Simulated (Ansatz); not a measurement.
# W2C: pressure series

Take W2C (space group P-31m, No. 162; a cell from a computed database, its experimental status unchecked) as the base.

```cif
data_C3W6
_chemical_formula_sum 'W6 C3'
_space_group_name_H-M_alt 'P 1'
_space_group_IT_number 1
_cell_length_a 5.20056
_cell_length_b 5.20056
_cell_length_c 4.73749
_cell_angle_alpha 90.000
_cell_angle_beta 90.000
_cell_angle_gamma 120.000
loop_
_space_group_symop_operation_xyz
  'x, y, z'
loop_
_atom_site_label
_atom_site_type_symbol
_atom_site_fract_x
_atom_site_fract_y
_atom_site_fract_z
_atom_site_occupancy
W1 W 0.66800 0.66800 0.24782 1
W2 W 0.33200 0.33200 0.75218 1
W3 W 0.33200 0.00000 0.24782 1
W4 W 0.66800 0.00000 0.75218 1
W5 W 0.00000 0.33200 0.24782 1
W6 W 0.00000 0.66800 0.75218 1
C1 C 0.00000 0.00000 0.00000 1
C2 C 0.66667 0.33333 0.50000 1
C3 C 0.33333 0.66667 0.50000 1
```

Cell and atoms are relaxed at each pressure.

Calculations: PBEsol (Ansatz, a program for electronic structure, PAW, spin-orbit coupling left out).

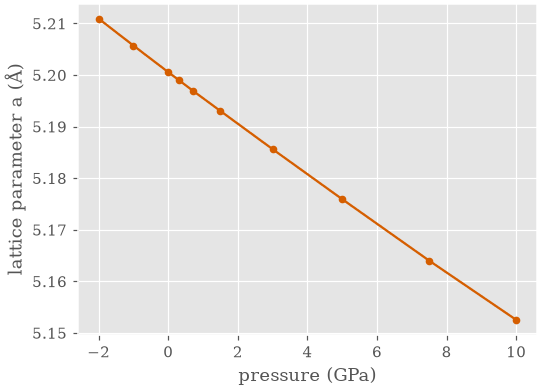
Figure. Lattice parameter a against pressure

Q: From the plot, what is the lattice parameter a for pressure 1.5 GPa?

A: About 5.193 Å.

Q: Is the trend monotonic over the range shown?

A: Yes, it falls throughout, spanning 5.153 Å to 5.211 Å.

Load acts through the strain it causes; cell and atoms are relaxed under it. Stability against distortions was not tested. Competing high-pressure phases were not computed. All final runs are without spin polarisation.
